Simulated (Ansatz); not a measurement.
# GaCNCl2 (SMILES N#[C][Ga]([Cl])[Cl]): SVWN5/cc-pVDZ

What is the vertical ionisation energy of GaCNCl2 at SVWN5/cc-pVDZ? 

Program for the calculation: Ansatz 0.2.0.

74 further runs of the same task are left out: 1 that didn't finish, 73 set aside as unsound or not needed. Runs told in other sessions of the task aren't counted.

## (1) The system as given

GaCNCl2 has 5 atoms, charge 0, and is taken as a singlet. SMILES: `N#[C][Ga]([Cl])[Cl]`. Geometry: relaxed at PBE0-D4/def2-TZVP.

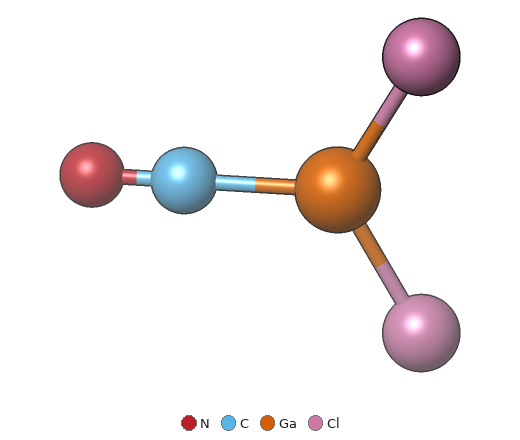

The structure, seen from a chosen angle (nitrogen red, carbon blue, gallium orange, chlorine pink).

## (2) A single-point energy at SVWN5/cc-pVDZ

molecule.yaml

```yaml
crystal:
  periodic: [false, false, false]
  atoms:
    - {symbol: N, position_ang: [0.909600, -1.318100, 1.914000]}
    - {symbol: C, position_ang: [0.493500, -0.715000, 1.025200]}
    - {symbol: Ga, position_ang: [-0.199400, 0.288700, -0.455700]}
    - {symbol: Cl, position_ang: [-1.735500, -0.526200, -1.643200]}
    - {symbol: Cl, position_ang: [0.581700, 2.197000, -0.881800]}
basis:
  gaussian: {orbitals: cc-pVDZ}
hamiltonian: {xc: {name: SVWN5}}
accuracy: high
output: {orbitals: {seedname: orbitals}}
```

On the command line:

```
$ ansatz run molecule.yaml --threads 1 --pin off --max-ram 3480MiB --events-out events.jsonl --progress --plain --runs-dir runs
```

Standard output:

```text
Warning: RAYON_NUM_THREADS=1 ignored (pool sized by the plan → 1); use --threads N
Functional definition: SVWN5
  name "SVWN5"
  exchange = slater_x
  correlation = vwn5_c
1994 factors; integrals over basis functions are off by at most 4.4e-9 eV
mean field evaluation 1: about -79762.6480 eV, gradient 4.5e1 eV
mean field evaluation 2: about -79704.3424 eV, gradient 1.5e2 eV
mean field evaluation 4: about -79766.6235 eV, gradient 2.5e1 eV
mean field evaluation 8: about -79767.9113 eV, gradient 6.0e-2 eV
mean field evaluation 16: about -79767.9092 eV, gradient 1.0e-5 eV
mean field -79767.90921681 eV, -2931.4165950871 hartree, gradient 9.9e-8 eV, S^2 0.000000; 0 other end points of the search recorded, 0 dependent functions left out
reference -79767.90921997 eV, -2931.4165952029 hartree; 39, 39 occupied and 52, 52 virtual orbitals, 1994 factors
Total energy: -79767.90921997 eV, -2931.4165952029 hartree
```

It took 5.1 s on 1 thread of Intel Xeon Platinum 8375C at 2.90GHz (Ice Lake), shared host; peak memory 0.26 GiB.

## (3) The doublet cation

run.yaml

```yaml
crystal:
  periodic: [false, false, false]
  atoms:
    - {symbol: "N", position_ang: [0.909600, -1.318100, 1.914000]}
    - {symbol: C, position_ang: [0.493500, -0.715000, 1.025200]}
    - {symbol: Ga, position_ang: [-0.199400, 0.288700, -0.455700]}
    - {symbol: Cl, position_ang: [-1.735500, -0.526200, -1.643200]}
    - {symbol: Cl, position_ang: [0.581700, 2.197000, -0.881800]}
basis:
  gaussian:
    orbitals: cc-pVDZ
total_charge: 1
magnetization:
  spin_polarized: true
  initial_magnetization: 1
hamiltonian:
  xc: {name: SVWN5}
accuracy: high
output: {orbitals: {seedname: orbitals}}
```

On the command line:

```
$ ansatz run run.yaml --threads 1 --pin off --max-ram 3480MiB --events-out events.jsonl --progress --plain --runs-dir runs
```

Standard output:

```text
Warning: RAYON_NUM_THREADS=1 ignored (pool sized by the plan → 1); use --threads N
[... 4 set-up lines as earlier in the session ...]
1993 factors; integrals over basis functions are off by at most 4.4e-9 eV
mean field evaluation 1: about -79747.6750 eV, gradient 3.9e1 eV
mean field evaluation 2: about -79557.0082 eV, gradient 1.3e2 eV
mean field evaluation 4: about -79746.0815 eV, gradient 3.9e1 eV
mean field evaluation 8: about -79755.5135 eV, gradient 9.9e0 eV
mean field evaluation 16: about -79756.2867 eV, gradient 3.6e0 eV
mean field evaluation 32: about -79756.2073 eV, gradient 5.0e0 eV
mean field evaluation 64: about -79756.4654 eV, gradient 1.7e-1 eV
mean field -79756.49533370 eV, -2930.9971426193 hartree, gradient 1.6e-8 eV, S^2 0.751541; 10 other end points of the search recorded, 0 dependent functions left out
reference -79756.49533682 eV, -2930.9971427340 hartree; 39, 38 occupied and 52, 53 virtual orbitals, 1993 factors
Total energy: -79756.49533682 eV, -2930.9971427340 hartree
```

It took 18 s on 1 thread of Intel Xeon Platinum 8375C at 2.90GHz (Ice Lake), shared host; peak memory 0.32 GiB.

## (4) Results

At SVWN5/cc-pVDZ:

| quantity | value |
| --- | --- |
| singlet GaCNCl2: total energy | -2931.41660 Eh |
| singlet GaCNCl2: HOMO energy | -8.41 eV |
| singlet GaCNCl2: LUMO energy | -3.53 eV |
| singlet GaCNCl2: HOMO–LUMO gap | 4.87 eV |
| doublet cation: total energy | -2930.99714 Eh |
| doublet cation: HOMO energy (highest over α and β) | -14.22 eV |
| doublet cation: ⟨S²⟩ | 0.752 |
| vertical ionisation energy (to the doublet cation) | 11.414 eV |

In words: Removing an electron at fixed nuclei costs 11.41 eV (1101 kJ/mol). −ε(HOMO) before ionisation, 8.41 eV, is 3.01 eV below this ionisation energy.
